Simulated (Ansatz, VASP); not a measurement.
**CsO2 in two plane-wave programs**

Wanted: the spread between two codes on one cell, functional and k mesh.

Main program and level: Ansatz 0.2.0; plane waves, with VASP 6.6.1 beside it; single point at r2SCAN.

### Step 1. Set-up

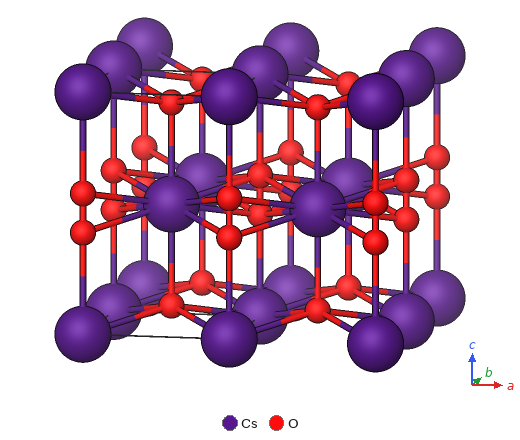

The cell as given, slightly off an axis (caesium purple, oxygen red). 2×2×1 cells are drawn. This picture shows the conventional cell, with its axes. Some periodic images of atoms are drawn too.

### Step 2. VASP: single point, r2SCAN

A single point gives forces, pressure and levels at one fixed geometry, so differences don't come from the geometry; what else differs is listed under the comparison.

Lines of VASP's logs that name or quote its potential files are left out, and so is its time.

Input file INCAR:

```
SYSTEM = CsO2
PREC = Accurate
ENCUT = 520
EDIFF = 1E-06
NELM = 100
ISMEAR = 1
SIGMA = 0.2
LREAL = .FALSE.
ALGO = Normal
METAGGA = R2SCAN
LASPH = .TRUE.
NBANDS = 16
LORBIT = 11
LWAVE = .FALSE.
LCHARG = .FALSE.
KPAR = 4
ISIF = 2
```

Input file POSCAR:

```
CsO2
1.0
   -2.2385000000      2.2385000000      3.6750000000
    2.2385000000     -2.2385000000      3.6750000000
    2.2385000000      2.2385000000     -3.6750000000
Cs O
1 2
Direct
    0.0000000000      0.0000000000      0.0000000000
    0.4189000000      0.4189000000      0.0000000000
    0.5811000000      0.5811000000      0.0000000000
```

Input file KPOINTS:

```
Automatic mesh
0
Gamma
7 7 7
0 0 0
```

PAW data sets: Cs_sv and O (PBE family, release 64).

Started as:

```bash
$ mpirun -np 4 vasp_std
```

Numbers of over 12 decimals in the logs are rounded to 6 here.

The log of the run:

```text
[banner, memory and clock lines left out]
running    4 mpi-ranks, on    1 nodes
 distrk:  each k-point on    1 cores,    4 groups
 distr:  one band on    1 cores,    1 groups

 POSCAR found type information on POSCAR CsO
 POSCAR found :  2 types and       3 ions
|                                                                             |
|               ----> ADVICE to this user running VASP <----                  |
|                                                                             |
|     You enforced a specific xc type in the INCAR file but a different       |
|     [... a line on the potential file left out ...]
|     I HOPE YOU KNOW WHAT YOU ARE DOING!                                     |
|                                                                             |

 LDA part: xc-table for (None), standard interpolation
 POSCAR, INCAR and KPOINTS ok, starting setup
 FFT: planning ... GRIDC
 FFT: planning ... GRID_SOFT
 FFT: planning ... GRID
 WAVECAR not read
 entering main loop
       N       E                     dE             d eps       ncg     rms          rms(c)
DAV:   1     0.101761295199E+03    0.10176E+03   -0.10518E+04  1280   0.116E+03
DAV:   2    -0.379962754956E+02   -0.13976E+03   -0.13689E+03  1688   0.243E+02
DAV:   3    -0.466822032443E+02   -0.86859E+01   -0.86122E+01  1496   0.669E+01
DAV:   4    -0.467531250650E+02   -0.70922E-01   -0.70394E-01  1744   0.630E+00
DAV:   5    -0.467537761053E+02   -0.65104E-03   -0.65102E-03  1496   0.595E-01    0.648E+00
DAV:   6    -0.388383085541E+02    0.79155E+01   -0.14150E+00  1720   0.953E+00    0.315E+00
DAV:   7    -0.387426726593E+02    0.95636E-01   -0.17355E+00  1688   0.110E+01    0.164E+00
DAV:   8    -0.387323437613E+02    0.10329E-01   -0.42911E-01  1480   0.442E+00    0.766E-01
DAV:   9    -0.387611919582E+02   -0.28848E-01   -0.88427E-02  1416   0.247E+00    0.924E-01
DAV:  10    -0.387379580766E+02    0.23234E-01   -0.11223E-01  1448   0.249E+00    0.124E-01
DAV:  11    -0.387386576086E+02   -0.69953E-03   -0.48110E-03  1472   0.532E-01    0.467E-02
DAV:  12    -0.387386701170E+02   -0.12508E-04   -0.13937E-04  1736   0.985E-02    0.323E-02
DAV:  13    -0.387386772213E+02   -0.71043E-05   -0.13172E-04  1448   0.727E-02    0.699E-03
DAV:  14    -0.387386779339E+02   -0.71258E-06   -0.25315E-06  1304   0.147E-02
   1 F= -.38738678E+02 E0= -.38726223E+02  d E =-.373650E-01
```

From OUTCAR (step 2):

```text
ion  position               nearest neighbor table
   1  0.000  0.000  0.000-
   2  0.419  0.419  0.000-   3 1.19
   3  0.581  0.581  0.000-   2 1.19

  LATTYP: Found a body centered tetragonal cell.
 ALAT       =     4.4770000000
 C/A-ratio  =     1.6417243690

 Subroutine GETGRP returns: Found 16 space group operations
 (whereof 16 operations were pure point group operations)

The static configuration has the point symmetry D_4h.

 Found     40 irreducible k-points:

   k-points           NKPTS =     40   k-points in BZ     NKDIM =     40   number of bands    NBANDS=     16

   dimension x,y,z NGX =    36 NGY =   36 NGZ =   36
   dimension x,y,z NGXF=    72 NGYF=   72 NGZF=   72

   ENCUT  =  520.0 eV  38.22 Ry    6.18 a.u.   9.02  9.02  9.02*2*pi/ulx,y,z

   NELECT =      21.0000    total number of electrons

 k-points in reciprocal lattice and weights: Automatic mesh
   0.00000000  0.00000000  0.00000000       0.003
   0.14285714  0.00000000 -0.00000000       0.023
   0.28571429  0.00000000  0.00000000       0.023
   0.42857143  0.00000000  0.00000000       0.023
   0.14285714  0.14285714 -0.00000000       0.023
   0.28571429  0.14285714 -0.00000000       0.047
   0.42857143  0.14285714 -0.00000000       0.047
  -0.42857143  0.14285714  0.00000000       0.047
  -0.28571429  0.14285714  0.00000000       0.047
[...]
-0.42857143  0.42857143  0.42857143       0.012
  -0.42857143 -0.42857143  0.42857143       0.006

 average (electrostatic) potential at core
       1 -55.4678       2 -79.8699       3 -79.8699

 E-fermi :   1.1922

 k-point     1 :       0.0000    0.0000    0.0000
  band No.  band energies     occupation
    ...
      7      -6.7742      2.00000
      8      -5.8674      2.00000
      9      -5.8674      2.00000
     10       0.8481      2.03534
     11       0.8481      2.03535
     12       4.5668     -0.00000
     13       5.7408      0.00000
     14       7.6110      0.00000
     15       7.9999      0.00000
     16       7.9999      0.00000

 k-point     2 :       0.1429    0.0000   -0.0000
  band No.  band energies     occupation
    ...
      7      -6.5338      2.00000
      8      -5.9570      2.00000
      9      -5.9545      2.00000
     10       0.8828      2.05107
     11       0.9075      2.06177
     12       4.8551     -0.00000
     13       5.9231      0.00000
     14       7.4030      0.00000
     15       7.7987      0.00000
     16       8.0256      0.00000

 k-point     3 :       0.2857    0.0000    0.0000
  band No.  band energies     occupation
    ...
      7      -6.3287      2.00000
      8      -6.1776      2.00000
      9      -6.0436      2.00000
     10       0.9812      2.05982
     11       1.0446      1.94486
     12       5.1698     -0.00000
     13       6.5806      0.00000
     14       7.0274      0.00000
     15       8.0190      0.00000
     16       8.2630      0.00000

  Total       -0.6295689     -0.6295689     11.4866415      0.0000000      0.0000000      0.0000000
  in kB      -13.6937469    -13.6937469    249.8458358      0.0000000      0.0000000      0.0000000
  external PRESSURE =      74.1527807 kB  Pullay stress =       0.0000000 kB

  energy-cutoff  :      520.00
  volume of cell :       73.66
      direct lattice vectors                 reciprocal lattice vectors
    -2.238500000  2.238500000  3.675000000     0.000000000  0.223363860  0.136054422
     2.238500000 -2.238500000  3.675000000     0.223363860  0.000000000  0.136054422
     2.238500000  2.238500000 -3.675000000     0.223363860  0.223363860  0.000000000

 POSITION                                       TOTAL-FORCE (eV/Angst)
 -----------------------------------------------------------------------------------
      0.00000      0.00000      0.00000        -0.000000     -0.000000     -0.000000
      0.00000      0.00000      3.07892         0.000000      0.000000    -10.554370
      0.00000      0.00000      4.27108        -0.000000     -0.000000     10.554370
 -----------------------------------------------------------------------------------
    total drift:                                0.000000      0.000000     -0.000000

  FREE ENERGIE OF THE ION-ELECTRON SYSTEM (eV)
  ---------------------------------------------------
  free  energy   TOTEN  =       -38.7386779339 eV

  energy  without entropy=      -38.7013128840  energy(sigma->0) =      -38.72622292

 total charge
# of ion       s       p       d       tot
------------------------------------------
    1        1.845   4.721   0.032   6.598
    2        1.594   3.495   0.000   5.088
    3        1.594   3.495   0.000   5.088
--------------------------------------------------
tot          5.032  11.710   0.032  16.775

[... 3 further parts left out ...]
```

The run ends at a pressure of 7.42 GPa, with forces up to 11 eV/Å.

### Step 3. Ansatz: single point, r2SCAN

Ansatz runs on its default PAW (the set named soft_2) files.

The same cell, functional, mesh and smearing now go to Ansatz, which takes its cutoff from its data sets.

Input file input.yaml:

```yaml
crystal:
  lattice:
    - [-2.2385, 2.2385, 3.675]
    - [2.2385, -2.2385, 3.675]
    - [2.2385, 2.2385, -3.675]
  atoms:
    - { symbol: Cs, position: [0.0, 0.0, 0.0] }
    - { symbol: O, position: [0.4189, 0.4189, 0.0] }
    - { symbol: O, position: [0.5811, 0.5811, 0.0] }
hamiltonian:
  xc: r2scan
  pseudopotentials: { kind: paw }
kpoints:
  mp_grid: { grid: [7, 7, 7] }
scf:
  occupations: { method: methfessel_paxton, width: 0.2 }
  n_extra_bands: 4
output:
  forces: true
  stress: true
  eigenvalues: true
```

Started as:

```bash
$ ansatz run input.yaml --threads 2 --pin off --max-ram 4608MiB --backend cpu --events-out ev --progress --plain --runs-dir out
```

The log of the run:

```text
scf.n_extra_bands = 4 over 11 filled bands (N_el = 21.0): the run solves 15 bands
Engine: ansatz 0.2.0, aarch64-unknown-linux-gnu
Pseudopotentials: kind: paw
Pseudopotential: Cs, paw, valence charge 9, recommended cutoff 500 eV (meta_gga), Cs.paw.azcp
Pseudopotential: O, paw, valence charge 6, recommended cutoff 500 eV (meta_gga), O.paw.azcp
Functional definition: r2SCAN
  parameter k0 = 0.174
  parameter k1 = 0.065
  parameter a1 = 4.9479
  exchange = r2scan_x(k0 = k0, k1 = k1, a1 = a1)
  correlation = r2scan_c
Crystal: 3 atoms, lattice volume = 73.660 Å³
Basis set: ecut = 500 eV, 1865 PW (Γ), exchange–correlation on 144×144×144 points (64 copies of the dense FFT grid, shifted against one another)
Bands: 15, of which v1, the nominal top of the filled ones, is band 11 counted from 1 (10 counted from 0)
Symmetry: 16 space group operations
Space group: I4/mmm (ITA 139), of the structure as read, at distance tolerance 4.2e-5 Å
k-points: 40 of 343
Non-local potential: Cs, projectors of the file, l = 0: 3, l = 1: 2, l = 2: 2, l = 3: 2
Non-local potential: O, projectors of the file, l = 0: 2, l = 1: 2, l = 2: 1
PAW form: soft (Blöchl's): semilocal exchange-correlation on the pseudo side does not see the compensation charge
PAW frozen core: Cs, regenerated for the run's functional (the file was generated under x = pbe(κ = 0.804, μ = 0.219515), c = pbe(β = 0.066725))
PAW frozen core: O, regenerated for the run's functional (the file was generated under x = pbe(κ = 0.804, μ = 0.219515), c = pbe(β = 0.066725))
PAW one-centre angular grid: Cs, 302 points (default); XC on 160 Gauss nodes
PAW one-centre angular grid: O, 302 points (default); XC on 160 Gauss nodes
Initial density: superposition of atomic densities (neutral atoms: chi_scale 0, normalization atom), corrected by the library's trained network
Initial wavefunctions: pseudopotential atomic-orbital guess
Functional: x = r2scan, c = r2scan; τ floored in thin density (d = 2e-4 eV/Å³)
SCF iter   1: F=—  HF=-6819.744891 eV  |F-HF|=—  |Δ(HF+E_count)|=         —  Δρ=4.76e-3  dr2=1.13e-2  dr2_τ=2.13e-1  ethr=1.77e-3  ⟨swp⟩=5.5  Hψ=3756  notcnv=0
preconditioner: auto → LDOS  [metal: Δε(μ)=0.009 eV  Ē_g=12.736 eV  σ=0.200 eV  W_gap=0.04  n_scr=14 (ndim 8)  ℏωp=17.8 eV  f_vac=0.107  D(μ)=8.41/eV (n_scr^D=128)  β→1.0]
SCF iter   2: F=—  HF=-6819.796841 eV  |F-HF|=—  |Δ(HF+E_count)|=   5.20e-2  S|Δr|=    0.00e0  Δρ=1.03e-3  dr2=8.98e-4  dr2_τ=2.02e-4  ethr=5.37e-5  ⟨swp⟩=2.0  Hψ=1520  notcnv=0
SCF iter   3: F=—  HF=-6819.796950 eV  |F-HF|=—  |Δ(HF+E_count)|=   1.08e-4  S|Δr|=    0.00e0  Δρ=5.27e-4  dr2=2.41e-4  dr2_τ=7.28e-6  ethr=4.27e-6  ⟨swp⟩=2.1  Hψ=948  notcnv=0
SCF iter   4: F=—  HF=-6819.796931 eV  |F-HF|=—  |Δ(HF+E_count)|=   1.85e-5  S|Δr|=    0.00e0  Δρ=1.64e-4  dr2=2.55e-5  dr2_τ=5.65e-7  ethr=1.15e-6  ⟨swp⟩=2.5  Hψ=984  notcnv=0
SCF iter   5: F=—  HF=-6819.796930 eV  |F-HF|=—  |Δ(HF+E_count)|=   1.28e-6  S|Δr|=    0.00e0  Δρ=5.50e-5  dr2=2.45e-6  dr2_τ=1.26e-7  ethr=1.22e-7  ⟨swp⟩=2.5  Hψ=897  notcnv=0
SCF iter   6: F=-6819.796930 eV  HF=-6819.796930 eV  |F-HF|=3.48e-8  |Δ(HF+E_count)|=   1.80e-7  S|Δr|=    0.00e0  Δρ=1.17e-5  dr2=8.06e-8  dr2_τ=4.99e-9  ethr=4.76e-10  ⟨swp⟩=4.7  Hψ=3370  notcnv=0
SCF 1 converged in 6 iterations: F = -6819.796930 eV  dr2 = 8.06e-8
  greatest PAW one-centre occupation: 0.912 electrons in one spin orbital (limit 2), on the Cs atom at site 0 (counted from 0), in its partial waves of l = 0
SCF converged after 6 iterations
Stability not checked: this state was not tested for a lower state beside it, because cold or Methfessel-Paxton smearing, or corrected tetrahedra, fill the levels in a way that the test cannot read (fill_not_monotonic; see scf.lower_state_search)
Free energy (F): -6819.796930 eV
Harris-Foulkes:  -6819.796930 eV  (|F-HF|=3.48e-8)
Internal energy: -6819.760128 eV  (E = F + TS)
E sigma→0 (E₀):  -6819.787730 eV
Entropy (-TS):   -0.036802 eV (-12.267 meV/atom)
Fermi energy:    4.599088 eV
--- Per-component energies (eV) ---
  E_band       = -132.484300
  E_kinetic    = 495.578954
  E_local      = -1304.014796  (includes V_loc(G=0)·N_el)
  E_nonlocal   = 126.494254
  E_hartree    = 484.703974
  E_xc         = -307.441321
  E_vxc        = -347.936766  (∫ρ·V_xc dr)
  E_paw        = -5413.038921  (= ΣΔE_a)
  E_vpaw       = -93.305826  (= ΣTr[D̂ρ^β])
  E_aug_tail   = 0.001982  (compensation charges beyond the density's cutoff)
  E_vtau       = 21.281214  (kinetic-family band-sum trace: ∫τ·v_τ [+ j·A + Jᵃ·Aᵃ] dr)
  E_ewald      = -902.030251
  E_core_change = -0.014003  (= ΣΔE_core)
  E_smearing   = -0.036802  (= −TS)
  E_closure    = -0.000000  (closes the sum)
  Σ components = -6819.796930   (vs F -6819.796930, Δ=0.00e0)
--- Forces (eV/Å), atoms counted from 1 ---
  atom   1  Cs    -0.00000000     0.00000000     0.00000000
  atom   2  O      0.00000000     0.00000000    -8.91006830
  atom   3  O      0.00000000     0.00000000     8.91006830
  max |Σ_I F_I| component: 1.08e-18 eV/Å
--- Stress (GPa, compression-positive) ---
       -1.373420       0.000000       0.000000
        0.000000      -1.373420       0.000000
        0.000000       0.000000      20.837052
  P = ⅓ Tr σ = 6.0301 GPa (60.301 kbar)
--- Band table (eV; the first three rows and the last of 40) ---
  k-point 0: bands = [... 7 lower, -2.4659, -2.4659, 4.2591, 4.2591, 7.9644, 9.1475, 11.0131, 11.4001]
  k-point 1: bands = [... 7 lower, -2.8282, -2.4260, 4.1691, 4.4045, 8.4734, 9.6861, 10.6630, 11.2796]
  k-point 2: bands = [... 7 lower, -2.7864, -2.3337, 3.9712, 4.6219, 9.5532, 10.0017, 11.1472, 11.4828]
  k-point 39: bands = [... 7 lower, -2.4155, -2.4098, 4.7004, 4.7133, 8.1192, 10.1034, 10.3621, 12.5598]
```

Run time: 4.7 s. Hardware: 2 threads of Arm Neoverse V2, shared host; peak memory 0.56 GiB.

In the SCF lines HF is the Harris–Foulkes energy and dr2 the Hartree energy of the density residual, in eV; the loop may stop once dr2 is under the threshold and the program's other checks hold. Hψ counts applications of the Hamiltonian.

The run ends at a pressure of 6.03 GPa, with forces up to 8.9 eV/Å.

### Step 4. Side by side

Known differences besides the PAW data sets themselves: VASP keeps PBE cores, Ansatz makes them for the functional; the cutoff is 500 eV in Ansatz and 520 eV in VASP. Total energies have different zeros and are not compared.

Compared:

```csv
quantity,Ansatz,VASP,difference
pressure (GPa),6.03,7.42,-1.39
```

Forces (eV/Å; atoms numbered as in POSCAR):

```csv
atom,"Ansatz x, y, z","VASP x, y, z"
Cs1,"0.000, 0.000, 0.000","0.000, 0.000, 0.000"
O2,"0.000, 0.000, -8.910","0.000, 0.000, -10.554"
O3,"0.000, 0.000, 8.910","0.000, 0.000, 10.554"
```

The forces differ by 775 meV/Å r.m.s., which is 15.6 % of the r.m.s. force of 4.98 eV/Å (both taken over all components).

### Step 5. Further runs

The difference is large enough to ask for its cause, so further runs change the set-up of one program at a time, as the table lists.

```csv
run,r.m.s. force difference (% of the r.m.s. force)
as above,16
"cores kept as stored, as VASP does",16
Ansatz's larger PAW set (cutoff 900 eV),15
norm-conserving potentials (cutoff 1290 eV),14
```

### Step 6. Results

```
r.m.s. force difference (single point, r2SCAN) : 16 % of the r.m.s. force
difference in pressure (single point, r2SCAN)  : -1.4 GPa
```

What this shows: The r.m.s. force difference is 16 % of the r.m.s. force (single point, r2SCAN), beyond the 3 % picked in this series as the mark of a large difference. Also far apart in the single point, r2SCAN pair: the difference in pressure, -1.4 GPa. For single point, r2SCAN: no further run halves the r.m.s. force difference; only Ansatz's side was varied, and Ansatz's runs with other potentials lie closer to each other than to VASP, which for this quantity points to VASP's side; this was not tested here. 1 further run on this material is not shown. How closely two codes agree says nothing of how well the functional describes the real material.

[Lines on the potential files, build, host, timing and source positions are cut from VASP's logs without a mark.]

[Logs are printed without paths, hosts, clocks, repeated set-up lines and the standing remarks that a program may print on its own settings, such as how far it seeks lower states.]

[Hosts, paths, dates, database ids (printed as entryN), source tags and the programs' standing remarks are cut or masked in the printed files.]
